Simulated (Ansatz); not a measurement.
Consider CdSe in the zinc blende structure (space group F-43m, No. 216; a = 6.133 Å). Axes: x, y, z lie along the cube axes.

Modification: biaxial strain −4.63 %, plane normal [001], relaxed out of plane (Cartesian); in-plane vectors clamped, the third vector and the atoms free.

Calculations: r2SCAN (Ansatz, an electronic-structure program), no SOC, earlier PAW set.

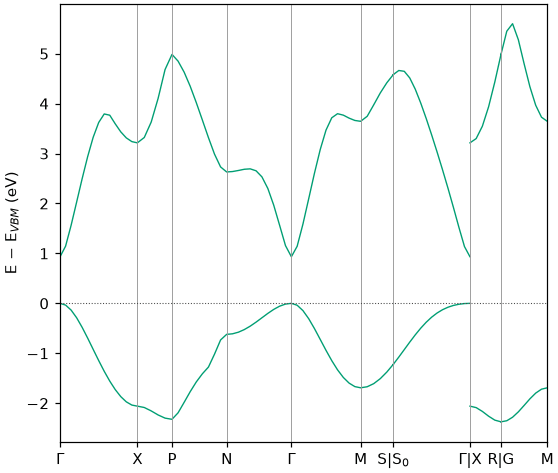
Figure. Highest valence and lowest conduction band along the path of the changed cell's own zone

**Question.** Read the changed gap and its character from the plot.

**Answer.** About 0.9 eV, direct at Γ.

Stability against distortions was not tested. Labels are those of the standard path for the cell's own space group.
